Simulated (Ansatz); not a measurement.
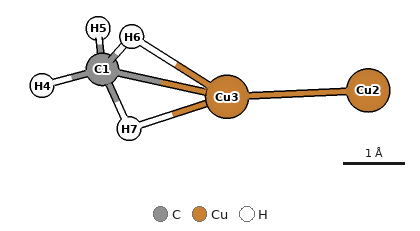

**Figure 1.** The structure as given in the input (ball-and-stick view, seen at a tilt; atoms are numbered from 1 in the order of the input). Sticks mark near contacts.

## Two runs on CH$_{4}$Cu$_{2}$

System: CH$_{4}$Cu$_{2}$, charge +1, multiplicity 2.
Method of run A: UKS B3LYP-D4/def2-TZVPP (Ansatz 0.2.0).

Text and figures count atoms from 1; the logs count them from 0 in places.

Input, run A:
```yaml
crystal:
  periodic: [false, false, false]
  atoms:
    - { symbol: C, position_ang: [2.67588199, 0.94914445, 1.26529789] }
    - { symbol: Cu, position_ang: [-1.21127121, -0.41126749, -0.45885211] }
    - { symbol: Cu, position_ang: [0.6128537, 0.51011946, 0.69885478] }
    - { symbol: H, position_ang: [3.19035059, 1.45021801, 2.10748434] }
    - { symbol: H, position_ang: [3.40018178, 0.56997649, 0.52285066] }
    - { symbol: H, position_ang: [2.14419522, 0.07528074, 1.74629265] }
    - { symbol: H, position_ang: [2.05324793, 1.76537834, 0.7935418] }
magnetization:
  spin_polarized: true
  initial_magnetization: 1
total_charge: 1
basis:
  gaussian: { orbitals: def2-TZVPP }
hamiltonian:
  xc: { name: B3LYP }
  dispersion: d4
relax:
  f_tol: 0.002
  max_steps: 150
```

Launched with:
```bash
ansatz run input.yaml --threads 4 --pin off --max-ram 10240MiB --backend cpu --events-out ev --progress --plain --runs-dir out
```

Hardware: 4 threads of AMD EPYC (Zen 5), 64 GiB of memory available, shared host.

Output, shortened to warnings, some set-up lines, iterations and results (run A):
```
[...]
mean field evaluation 1: about -90350.2055 eV, gradient 1.3e2 eV
mean field evaluation 2: about -89128.3053 eV, gradient 6.2e2 eV
mean field evaluation 4: about -90321.0044 eV, gradient 1.8e2 eV
mean field evaluation 8: about -90380.3301 eV, gradient 7.3e-1 eV
mean field evaluation 16: about -90380.3734 eV, gradient 7.0e-3 eV
[... 15 lines ...]
mean field evaluation 128: about -90380.4412 eV, gradient 2.4e-1 eV
relax step  13: F+E_penalty+E_count = -90380.59659651 eV  Δ(F+E_penalty+E_count) = -4.459e-6 eV  max|allowed force component| = 7.880e-3 eV/Å  Δτ_max = 0.0065 Å  (44 SCF …
relax step  14: F+E_penalty+E_count = -90380.59660028 eV  Δ(F+E_penalty+E_count) = -3.767e-6 eV  max|allowed force component| = 2.444e-3 eV/Å  Δτ_max = 0.0016 Å  (35 SCF …
relax step  15: F+E_penalty+E_count = -90380.59660137 eV  Δ(F+E_penalty+E_count) = -1.085e-6 eV  max|allowed force component| = 5.962e-5 eV/Å  Δτ_max = 0.0003 Å  (29 SCF …
mean field evaluation 160: about -90380.4413 eV, gradient 2.4e-3 eV
mean field -90380.44130627 eV, -3321.4199559421 hartree, gradient 3.3e-5 eV, S^2 0.754856; 5 other end points of the search recorded, 0 dependent functions left out
the calculation of the forces begins
reference -90380.44157279 eV, -3321.4199657365 hartree; 34, 33 occupied and 181, 182 virtual orbitals, 1562 factors
Total energy: -90380.59686789 eV, -3321.4256727259 hartree
Atom 0 at     2.726173     0.963551     1.281735 Å, force     0.000019     0.000044    -0.000026 eV/Å
Atom 1 at    -1.523429    -0.291022    -0.288453 Å, force     0.000011     0.000005    -0.000003 eV/Å
Atom 2 at     0.688804     0.361607     0.529612 Å, force    -0.000028    -0.000033     0.000014 eV/Å
Atom 3 at     2.896032     1.510280     2.204617 Å, force    -0.000049     0.000005     0.000012 eV/Å
Atom 4 at     3.654574     0.741160     0.763971 Å, force    -0.000004    -0.000060    -0.000019 eV/Å
Atom 5 at     2.279494    -0.012052     1.567470 Å, force     0.000026     0.000011    -0.000010 eV/Å
Atom 6 at     2.143791     1.635328     0.616519 Å, force     0.000025     0.000027     0.000032 eV/Å
Dipole moment:     0.108784     0.032177     0.040126 e Å
```

The input of run B differs as follows (lines with − go, lines with + come):
```diff
-  xc: { name: B3LYP }
+  xc: r2scan
```

What does this change do to the results?

The total energies belong to different methods, so their difference says nothing on which is more stable or more accurate. The functional changes from B3LYP to r2SCAN.

Output, shortened to warnings, some set-up lines, iterations and results (run B):
```
[...]
mean field evaluation 1: about -90343.2407 eV, gradient 1.4e2 eV
mean field evaluation 2: about -88921.2753 eV, gradient 6.2e2 eV
mean field evaluation 4: about -90163.9226 eV, gradient 3.1e2 eV
mean field evaluation 8: about -90375.9462 eV, gradient 3.2e-1 eV
mean field evaluation 16: about -90371.6698 eV, gradient 3.9e1 eV
[... 22 lines ...]
relax step  18: F+E_penalty+E_count = -90376.00170177 eV  Δ(F+E_penalty+E_count) = -2.108e-6 eV  max|allowed force component| = 2.454e-3 eV/Å  Δτ_max = 0.0014 Å  (42 SCF …
relax step  19: F+E_penalty+E_count = -90376.00170312 eV  Δ(F+E_penalty+E_count) = -1.351e-6 eV  max|allowed force component| = 5.809e-4 eV/Å  Δτ_max = 0.0020 Å  (42 SCF …
relax step  20: F+E_penalty+E_count = -90376.00170361 eV  Δ(F+E_penalty+E_count) = -4.967e-7 eV  max|allowed force component| = 7.112e-4 eV/Å  Δτ_max = 0.0027 Å  (42 SCF …
mean field evaluation 192: about -90375.9795 eV, gradient 4.7e-3 eV
mean field evaluation 224: about -90375.8663 eV, gradient 3.3e0 eV
mean field -90375.97952415 eV, -3321.2559884732 hartree, gradient 1.2e-5 eV, S^2 0.761389; 7 other end points of the search recorded, 0 dependent functions left out
the calculation of the forces begins
reference -90375.97954825 eV, -3321.2559893592 hartree; 34, 33 occupied and 181, 182 virtual orbitals, 1426 factors
Total energy: -90376.00172772 eV, -3321.2568044396 hartree
Atom 0 at     2.692300     0.951905     1.266833 Å, force    -0.000371     0.000144    -0.000193 eV/Å
Atom 1 at    -1.407135    -0.251966    -0.235821 Å, force    -0.000030     0.000018    -0.000127 eV/Å
Atom 2 at     0.737324     0.379136     0.549215 Å, force    -0.000180    -0.000075     0.000195 eV/Å
Atom 3 at     2.865184     1.497971     2.190255 Å, force    -0.000051     0.000319     0.000111 eV/Å
Atom 4 at     3.618235     0.726627     0.744689 Å, force     0.000181    -0.000450     0.000009 eV/Å
Atom 5 at     2.247595    -0.029917     1.559797 Å, force     0.000471    -0.000669     0.000131 eV/Å
Atom 6 at     2.111937     1.635094     0.600502 Å, force    -0.000020     0.000711    -0.000125 eV/Å
Dipole moment:     0.090240     0.026332     0.033321 e Å
```

The two runs side by side:

```tsv
quantity	run A	run B
outcome	converged	converged
total energy (hartree)	−3321.425673	−3321.256804
⟨S²⟩	0.755	0.761
largest force (eV/Å)	0.000	0.001
basis functions	215	215
wall time (shared host)	40 s	52 s
```
